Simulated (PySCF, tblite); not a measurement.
# C₇H₆N radical: geometry, infrared bands and EPR parameters

Wanted: the infrared bands and EPR parameters of C₇H₆N radical (`[H]/N=C/[C](C)C#CC#C`), by calculation.

Programs: tblite 0.8.0 and PySCF 2.14.0, with density-fitted response routines of our own. Each step states its level of theory. These are calculated values for one molecule in the gas phase, unless marked as measured. Atoms count from 0, in the outputs and in this text.

**1. Starting geometry**

14 atoms, charge 0, multiplicity 2; geometry from: force field or distance geometry start.

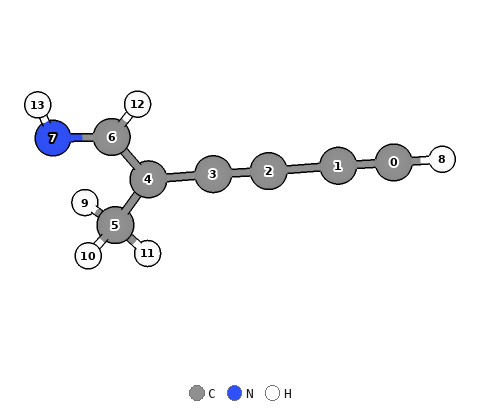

As it starts; carbon grey, nitrogen blue, hydrogen white, atoms numbered.

**2. Relaxing the molecule with GFN2-xTB**

What the job is given:

```
{"job": {"kind": "relax", "xc": "GFN2-xTB", "basis": "xTB"}, "charge": 0, "multiplicity": 2}
C      4.544200    -0.571000     0.099000
C      3.337900    -0.435900     0.062200
C      1.821300    -0.280400     0.039500
C      0.618100    -0.141300    -0.000300
C     -0.795400     0.001000    -0.017400
C     -1.716100    -1.172300    -0.107100
C     -1.388100     1.357000     0.016400
N     -2.652100     1.585100    -0.001100
H      5.599100    -0.685700     0.125700
H     -2.328600    -1.122600    -1.005500
H     -2.377600    -1.204400     0.764100
H     -1.157300    -2.116900    -0.130000
H     -0.680300     2.195900     0.088800
H     -2.825900     2.591000     0.033300
```

Run with:

```bash
$ OMP_NUM_THREADS=1 python probes_run.py task.json out
```

The driver reads the jobs from task.json and runs them one after another.

The log of the run:

```text
step      E/eV     max force
  0    -564.30533    5.370
  1    -564.44597    5.067
  2    -564.69106    1.566
  3    -564.79185    2.727
  4    -564.87428    2.369
  5    -564.95136    1.113
  6    -564.99334    0.729
  7    -565.03105    0.782
  8    -565.05580    0.227
  9    -565.05938    0.174
 10    -565.06216    0.116
 11    -565.06324    0.102
 12    -565.06409    0.079
 13    -565.06453    0.050
 14    -565.06477    0.039
 15    -565.06486    0.028
 16    -565.06492    0.020
 17    -565.06497    0.019
 18    -565.06500    0.013
 19    -565.06501    0.011
 20    -565.06502    0.010
```

It took 0.12 s on 1 thread of Arm Neoverse V1, shared host.

Relaxation path:

```csv
step,energy from step 0 (eV),largest force (eV/Å)
0,0.0000,5.3705
1,-0.1406,5.0669
2,-0.3857,1.5655
3,-0.4865,2.7271
4,-0.5689,2.3687
5,-0.6460,1.1127
6,-0.6880,0.7286
7,-0.7257,0.7815
8,-0.7505,0.2268
9,-0.7541,0.1744
10,-0.7568,0.1158
11,-0.7579,0.1018
12,-0.7588,0.0792
13,-0.7592,0.0496
14,-0.7594,0.0393
15,-0.7595,0.0278
16,-0.7596,0.0202
17,-0.7596,0.0193
18,-0.7597,0.0132
19,-0.7597,0.0107
20,-0.7597,0.0097
```

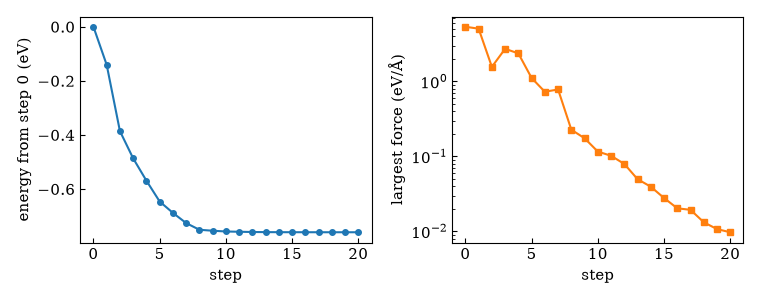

Energy and largest force along the relaxation.

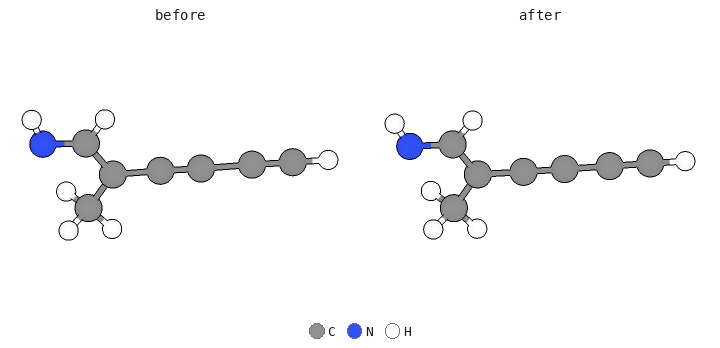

Before and after, at one scale.

Close pairs (by a distance rule), those that changed most:

```csv
bond,before (Å),after (Å),change (Å)
C1–C2,1.525,1.343,-0.182
C3–C4,1.421,1.365,-0.056
C4–C6,1.480,1.426,-0.054
C2–C3,1.212,1.227,+0.015
C0–H8,1.061,1.048,-0.013
C5–H11,1.098,1.087,-0.011
C6–N7,1.285,1.278,-0.006
N7–H13,1.021,1.016,-0.005
```

The end geometry stands in the next job.

**3. Vibrational analysis with GFN2-xTB**

What the job is given:

```
{"job": {"kind": "ir", "xc": "GFN2-xTB", "basis": "xTB"}, "charge": 0, "multiplicity": 2}
C      4.367555    -0.551758     0.093854
C      3.164260    -0.422005     0.064850
C      1.829743    -0.273795     0.034178
C      0.609664    -0.143288     0.007441
C     -0.744693     0.023473    -0.021646
C     -1.656138    -1.152234    -0.101290
C     -1.292092     1.339396     0.024474
N     -2.558871     1.508612    -0.006390
H      5.409055    -0.665338     0.119309
H     -2.281583    -1.065423    -0.989494
H     -2.330472    -1.145702     0.754784
H     -1.101654    -2.086855    -0.128706
H     -0.557671     2.155105     0.085875
H     -2.857783     2.479339     0.030640
```

The log of the run:

```text
mode    cm-1     km/mol
  1     -63.1      2.64
  2      71.7      0.05
  3      84.0      0.55
  4     167.1      7.00
  5     176.3      0.83
  6     234.2      6.05
  7     288.1     11.76
  8     357.3      0.33
  9     370.9      2.67
 10     421.4     14.19
 11     444.1     10.17
 12     479.5      1.14
 13     597.2     20.88
 14     626.3     15.91
 15     708.7     31.14
 16     716.6      9.17
 17     950.8     22.11
 18     964.1      4.20
 19     996.3     21.46
 20    1050.0     41.79
 21    1165.5     93.50
 22    1294.1     20.07
 23    1364.4      1.05
 24    1383.8     20.86
 25    1423.9     26.14
 26    1437.1      4.77
 27    1475.3      9.37
 28    1559.8    199.04
 29    2146.3      3.34
 30    2179.4      7.19
 31    2835.9    117.11
 32    2996.2      7.25
 33    3018.0      4.23
 34    3047.0     18.27
 35    3358.7     20.14
 36    3404.9     21.61
```

Run time: 0.38 s. Hardware: 1 thread of Arm Neoverse V1, shared host.

Which atoms move in the most intense modes:

```csv
cm⁻¹,km/mol,atoms
709,31.1,"H13 58 %, C6 18 %"
951,22.1,"H11 23 %, C5 18 %, C6 15 %, C4 12 %"
1050,41.8,"C5 17 %, H11 14 %, H10 12 %, C3 12 %"
1166,93.5,"H13 55 %, H12 13 %, C4 12 %"
1424,26.1,"C4 26 %, H9 14 %, H10 14 %, H12 11 %"
1560,199.0,"C6 58 %, N7 35 %"
2836,117.1,H12 93 %
3405,21.6,"H8 87 %, C0 12 %"
```

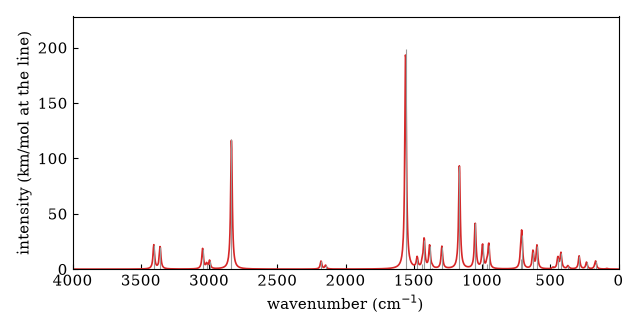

The infrared spectrum from these modes, unscaled. Lines are broadened to a width of 14 cm⁻¹ (Lorentzian).

**4. EPR parameters: B3LYP/pcH-1**

The job, as its differences from that of step 3:

```diff
@@ -1,2 +1,2 @@
-{"job": {"kind": "ir", "xc": "GFN2-xTB", "basis": "xTB"}, "charge": 0, "multiplicity": 2}
+{"job": {"kind": "epr", "basis": "pcH-1"}, "charge": 0, "multiplicity": 2}
 C      4.367555    -0.551758     0.093854
```

Method: UKS B3LYP, pcH-1 on C H N, non-relativistic, mean-field spin-orbit, GIAO.

The log of the run:

```text
UKS, coarse grid
  cycle   1  E = -324.90279848  |g| = 3.56e-01
  cycle   2  E = -324.84280279  |g| = 5.16e-01
  cycle   3  E = -324.95679617  |g| = 1.37e-01
  cycle   4  E = -324.96539772  |g| = 4.09e-02
  cycle   5  E = -324.96593035  |g| = 3.03e-02
  cycle   6  E = -324.96648671  |g| = 8.51e-03
  cycle   7  E = -324.96658019  |g| = 4.47e-03
  cycle   8  E = -324.96661576  |g| = 2.51e-03
  cycle   9  E = -324.96662245  |g| = 2.12e-03
  cycle  10  E = -324.96662608  |g| = 5.83e-04
UKS, final grid
  cycle   1  E = -324.96662961  |g| = 7.85e-04
  cycle   2  E = -324.96662871  |g| = 1.73e-03
  cycle   3  E = -324.96663022  |g| = 2.21e-04
  cycle   4  E = -324.96663031  |g| = 1.78e-04
  cycle   5  E = -324.96663041  |g| = 1.26e-04
  cycle   6  E = -324.96663042  |g| = 4.07e-05
  cycle   7  E = -324.96663042  |g| = 1.78e-05
E = -324.96663042 Eh   <S^2> = 0.7847 (exact 0.7500)
g shifts (ppm)      1          2          3
  rmc          -163       -163       -163
  gc             -9         33         28
  oz_so          19        780       2210
  total        -153        650       2075
hyperfine (MHz)  atom isotope    a_iso     a_fc   dipolar eigenvalues
    0   13C      24.85      24.85    -24.50    -14.54     39.03
    1   13C     -39.63     -39.63    -13.10     -0.47     13.57
    2   13C      36.84      36.84    -35.19    -24.60     59.79
    3   13C     -53.79     -53.79    -19.71     -0.84     20.55
    4   13C      48.87      48.87    -44.02    -43.94     87.96
    5   13C     -20.02     -20.02     -1.23      0.06      1.16
    6   13C     -35.43     -35.43    -17.36      6.63     10.74
    7   14N       9.50       9.50    -13.59    -13.01     26.60
    8    1H     -22.96     -22.96    -10.19     -1.53     11.72
    9    1H      58.08      58.08     -3.12     -1.16      4.28
   10    1H      57.88      57.88     -3.12     -1.17      4.29
   11    1H       1.12       1.12     -2.01     -1.81      3.82
   12    1H       5.05       5.05     -3.41     -0.98      4.40
   13    1H     -20.91     -20.91    -16.73     -3.00     19.73
```

Run time: 63 s. Hardware: 1 thread of Arm Neoverse V1, shared host; peak memory 0.9 GiB.

Principal g values 2.00217, 2.00297, 2.00439; g(iso) = 2.00318, against 2.00232 for a free electron.

Hyperfine couplings; where a row names several nuclei, a(iso) is their mean (it holds for fast rotation or exchange) and the dipolar term the largest among them:

```csv
nuclei,isotope,a(iso) (MHz),"a(iso) (G, at g = 2.0023)",largest dipolar term (MHz)
C3,13C,-53.8,-19.2,20.5
C4,13C,48.9,17.4,88.0
C1,13C,-39.6,-14.1,13.6
"H9, H10, H11",1H,39.0,13.9,4.3
C2,13C,36.8,13.1,59.8
C6,13C,-35.4,-12.6,-17.4
C0,13C,24.8,8.9,39.0
H8,1H,-23.0,-8.2,11.7
H13,1H,-20.9,-7.5,19.7
C5,13C,-20.0,-7.1,-1.2
N7,14N,9.5,3.4,26.6
H12,1H,5.0,1.8,4.4
```

Mulliken spin populations:

C0 0.30; C1 -0.15; C2 0.40; C3 -0.23; C4 0.54; C5 -0.04; C6 -0.14; N7 0.30; H8 -0.01; H9 0.02; H10 0.02; H11 0.00; H12 0.00; H13 -0.01

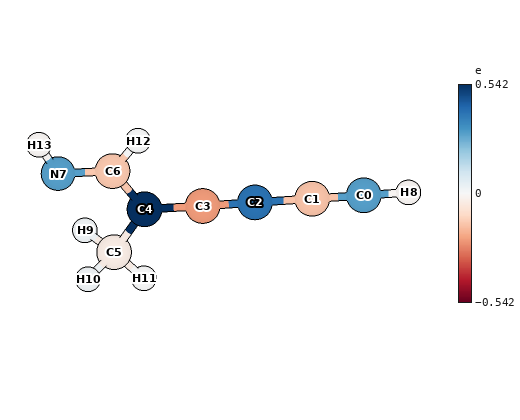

Mulliken spin populations, as colours on the atoms.

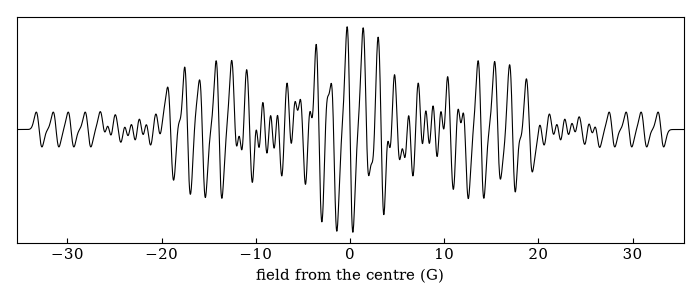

First-order isotropic spectrum (first derivative, main isotopes with spin only, couplings over 0.8 MHz, Gaussian width 0.3 G; couplings of the frozen geometry, rotation of groups not averaged beyond the rows shown).

Orbitals, density, ELF and potential are computed afterwards from the orbital file.

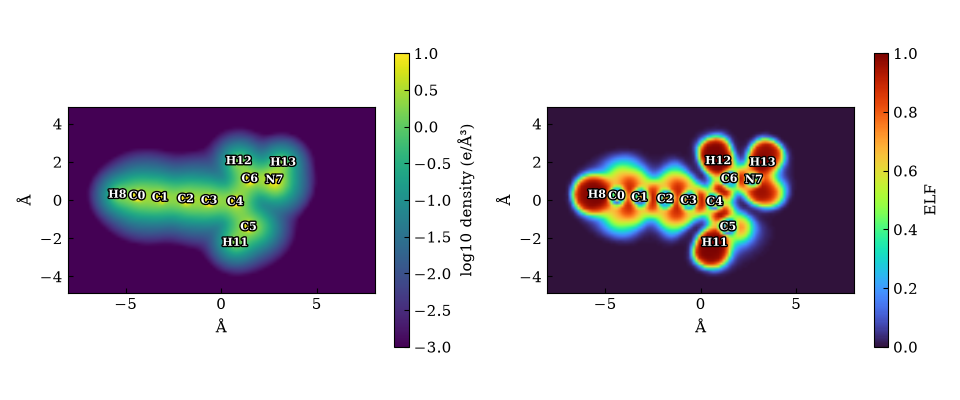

Density (left) and ELF (right) in a plane through or near 12 of the atoms.

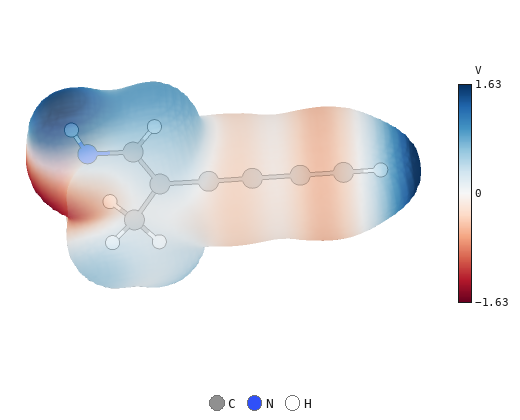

Electrostatic potential on the surface of density 0.002 e/bohr³; red is low, blue high. It runs from -1.57 V near N7 to 1.63 V near H8.

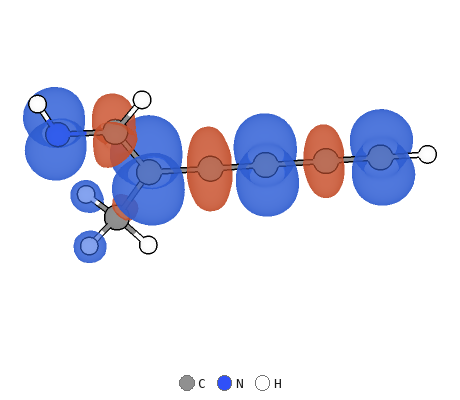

Spin density at ±0.02 e/Å³ (alpha excess blue, beta excess red).

**5. Outcome**

```
                                                                  quantity                  value
                                 strongest single infrared mode (GFN2-xTB)  1560 cm⁻¹, 199 km/mol
                                              zero-point energy (GFN2-xTB)          62.6 kcal/mol
                                                            g(iso) (B3LYP)                2.00318
                                                                      ⟨S²⟩     0.785 (exact 0.75)
                                        largest a(iso) (averaged by class)   13C on C3, -53.8 MHz
potential on the surface of density 0.002 e/bohr³, 1st and 99th percentile     -1.57 V and 1.63 V
```

The optimisation took 20 steps and gained 0.760 eV; among the close pairs (by a distance rule), C1–C2 changed most, from 1.525 to 1.343 Å. The lowest mode is imaginary (63i cm⁻¹), so the xTB geometry is not a minimum: the zero-point energy counts the real modes alone, and all values at this geometry belong to a saddle point. The strongest single mode, at 1560 cm⁻¹, moves mainly C6 and N7. Unscaled tight-binding wavenumbers are off by several per cent, some by more. Its intensities can rank the bands wrongly. The largest spin populations lie on C4 (0.54 e), C2 (0.40 e). The isotropic g lies 0.9 ppt above the free-electron value.
